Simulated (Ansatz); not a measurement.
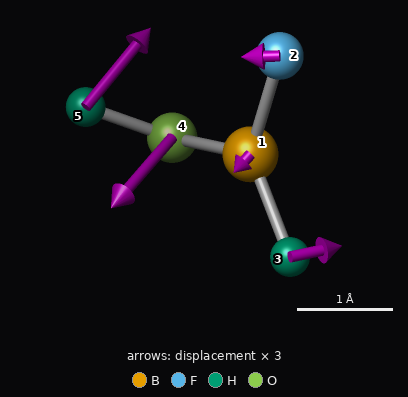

A relaxation of BH$_{2}$OF. The starting structure is drawn; purple arrows show the displacements, 3 times their true length. The two geometries are superimposed by the best rigid fit.

Style: ball-and-stick. Shown from a free direction.

The run prepares the start of a later molecular dynamics calculation, from a guessed geometry.

Method: Ansatz 0.2.0, RKS B3LYP-D4/6-31G*. Settings: no spin polarisation; force threshold 0.02 eV/Å; at most 40 steps.

Question: Describe the change and its energy.

Answer: Over 6 accepted moves (7 points after the start) the energy falls by 48.5 kJ/mol. The largest force component goes from 1.8 to 0.016 eV/Å. The line search rejected the trial step at point 4 of the run. O4 moves most after the best rigid fit: 0.39 Å. By element the largest moves are O 0.39 Å, H 0.38 Å, F 0.14 Å, B 0.09 Å. Among the contacts that change: B1–O4 1.410 → 1.351 Å, O4–H5 1.010 → 0.971 Å, B1–F2 1.320 → 1.337 Å. Among the angles between lasting bonds that change: B1–O4–H5 109.5° → 112.0°. Groups turn about B1–O4 by about 65°.
